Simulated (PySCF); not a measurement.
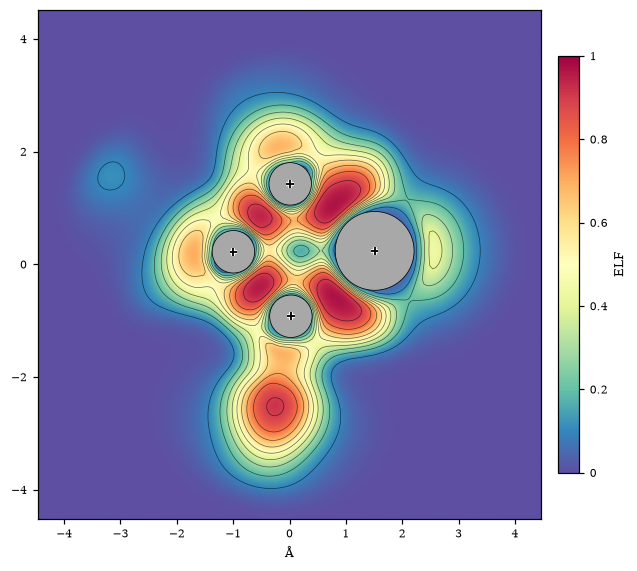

The electron localisation function on a plane through atoms (crosses mark nuclei in the plane; grey discs cover the cores).

Method: wB97X-D/def2-SVPD, SCF density, gas phase in PySCF.

Candidates:
A. C$_{2}$H$_{9}$F$_{3}$Ge$_{3}$ (SMILES FC(F)(F)[CH2][GeH2][GeH2][GeH3])
B. C$_{5}$H$_{11}$BSi

Which system is this?

Candidate B: C$_{5}$H$_{11}$BSi on the plane of atoms C2, C3 and Si4, which holds C and Si. C–Si (1.89 Å): the ELF peaks at about 0.95 between the atoms; a covalent bond.
